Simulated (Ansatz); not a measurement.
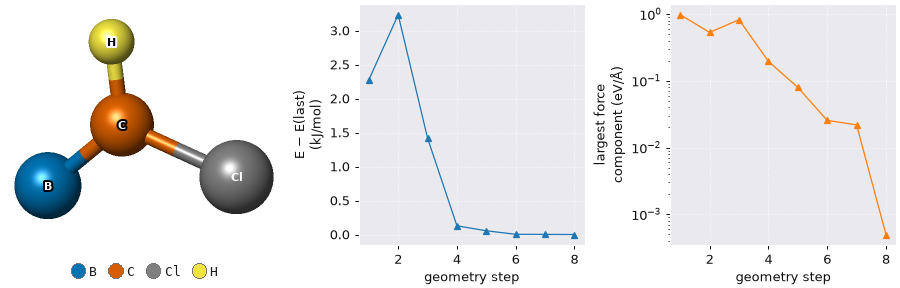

Beside the plot: the molecule at the start.

History of a geometry optimisation.

- system: CHBCl, multiplicity 2
- method: UKS PBE0-D4/def2-TZVP in Ansatz

### How did the optimisation end?

The optimisation met its thresholds at geometry 8, counting the start as the first. The energy fell by about 2.3 kJ/mol from the first step to the last, with a rise at step 2. The largest force component goes from about 0.98 eV/Å at the start to 5 × 10⁻⁴ eV/Å at the end.

### By which step was nine tenths of the energy gained?

By step 4 of 8.
